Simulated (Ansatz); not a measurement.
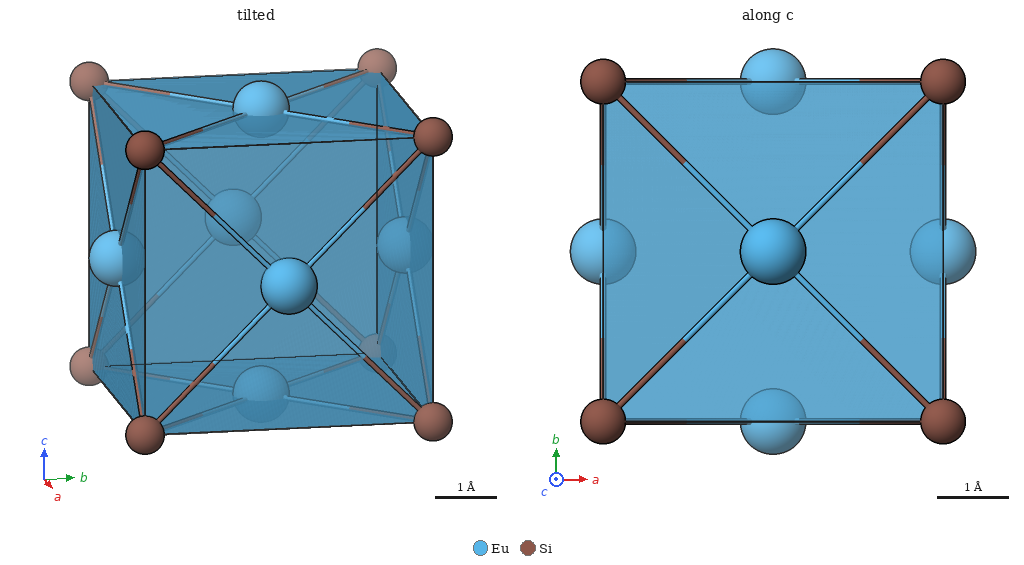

A polyhedral rendering, viewed slightly off an axis and along the c axis. The parallelepiped is the conventional unit cell.

Eu₃Si, Cu₃Au (L1₂) type, space group Pm-3m (No. 221), a = 4.838 Å, b = 4.838 Å, c = 4.838 Å, α = 90.00°, β = 90.00°, γ = 90.00°. The structure was taken from a structure type filled with these elements by a generator (whether the compound takes this form wasn't checked). Earlier steps of the study, as a rule a relaxation of our own, may have changed the cell and positions, so they can lie some per cent off the listed ones. It was run through Ansatz as a DFT input.

This one geometry was computed with Ansatz (DFT, plane waves, PAW) at four levels of theory: r2SCAN, PBEsol, LDA and PBE.

### Which level gives the highest pressure at this volume, and what does that say about its equilibrium volume?

Highest: r2SCAN (-0.1 GPa), which points to the largest equilibrium volume. Lowest, with the smallest volume: PBE (-8.4 GPa). Levels within 0.5 GPa of each other can't be told apart.

### How does the band gap change with the level of theory?

All levels give a metal.

### Collect the results in a table.

| level | cutoff (eV) | k-mesh of the run's cell | gap (eV) | pressure (GPa) |
| --- | --- | --- | --- | --- |
| r2SCAN | 500 | 8×8×8 | metal | -0.1 |
| PBEsol | 420 | 8×8×8 | metal | -2.5 |
| LDA | 420 | 8×8×8 | metal | -4.3 |
| PBE | 420 | 8×8×8 | metal | -8.4 |

Gaps are taken on the k-mesh or band path of each run.
